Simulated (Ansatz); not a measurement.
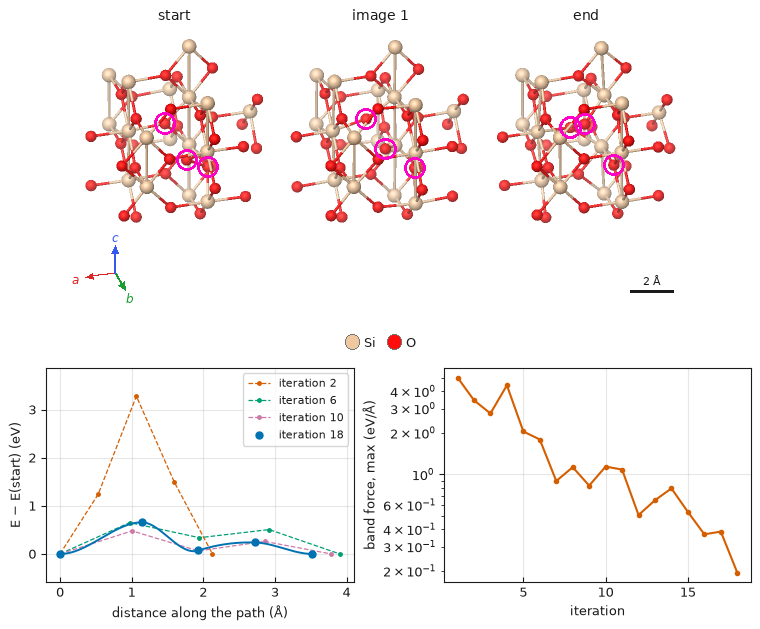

NEB run on SiO2 with an interstitial O (25 atoms in the cell). Images are numbered from 0 (start) to 4 (end). The plot follows the band through its iterations. The picture is a ball-and-stick view of the atoms within 4.5 Å of the middle of the path, seen from a free direction. The atoms that move most are ringed. Bonds to atoms that aren't drawn are left out.

Computed with DFT PBE, scalar-relativistic, plane waves, PAW (Ansatz). Run with plane-wave cutoff 420 eV; k-point mesh 2 × 2 × 3; Fermi-Dirac smearing 0.05 eV; spin collinear; 3 movable images; climbing image; force threshold 0.2 eV/Å; iteration limit 38.

> Judge this run.

The run met only a loose threshold, so the barrier can't be trusted yet. The band converged in 18 iterations. The largest component of the band force went from 5 to 0.19 eV/Å. The climbing image converged on the top of the path. Its curvatures weren't checked. The force threshold is so loose that the height of the top is at best an upper bound. The first iteration put the highest image at 4.99 eV. The two ends have the same energy, and the highest point, image 1, lies 0.66 eV above the start. The profile has 2 maxima (images 1, 3) with a dip at image 2 (+0.07 eV), so the process runs in steps.

Limits of the set-up: the periodic images lie only 5.3 Å apart, so the values are limited by the cell's size.

PAW datasets: the set soft_1.
